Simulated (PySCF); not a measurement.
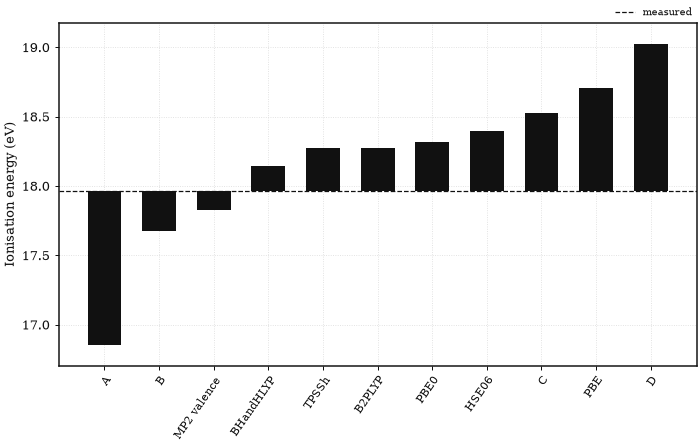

The ionisation energy of Zn⁺ ([Ar] 3d¹⁰ 4s → [Ar] 3d¹⁰) by several methods, in rising order. PySCF, aug-cc-pVDZ-DK, spin-free X2C-1e, unrestricted single determinants, no spin-orbit coupling. Methods marked “valence” freeze 18 core electrons. The lettered entries are HF, LDA, SCS-MP2 valence and r2SCAN in some order.

**Which letter is which method?**

A is HF (16.85 eV); B is SCS-MP2 valence (17.67 eV); C is r2SCAN (18.53 eV); D is LDA (19.03 eV). The values run from 16.85 eV (HF) to 19.03 eV (LDA). The measured value is 17.96 eV; nearest to it come MP2 valence (−0.14) and BHandHLYP (+0.18), furthest HF (−1.11 eV).
